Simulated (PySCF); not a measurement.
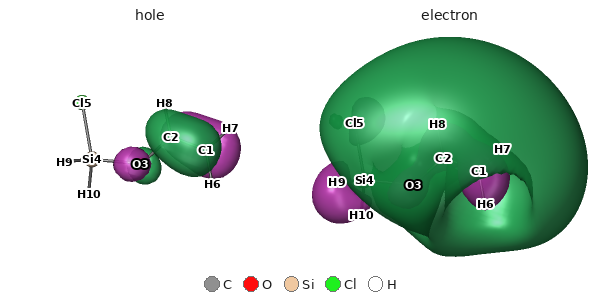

Figure. C₂H₅ClOSi, SMILES `C=CO[SiH2]Cl`. Leading natural transition orbital pair of S₁ (TDHF singlet states); the surfaces enclose about 78 % of each orbital's density.

Computed with PySCF, HF/6-311+G**, geometry: GFN2-xTB. No frequency check shows the geometry to be a minimum. GFN2-xTB bond lengths at metals and heavier atoms can be off by up to 0.1 Å and shapes distorted, which carries into these values.

### Where does the state lie, and where do hole and electron sit?

7.03 eV (176 nm), f = 0.124 (bright), diffuse (Rydberg-like) orbital; the leading pair carries 99 %; hole on C1 (43 %), C2 (31 %) and O3 (14 %), electron on C1 (29 %), C2 (25 %) and Si4 (17 %) (atom shares of so diffuse an orbital are rough); their centroids lie 0.6 Å apart. The HOMO–LUMO gap is 11.35 eV.

The PySCF run took 8.9 min on 1 thread of Intel(R) Xeon(R) Processor @ 2.50GHz (Skylake/Cascade Lake), with other jobs on the host, peak memory 0.48 GiB.
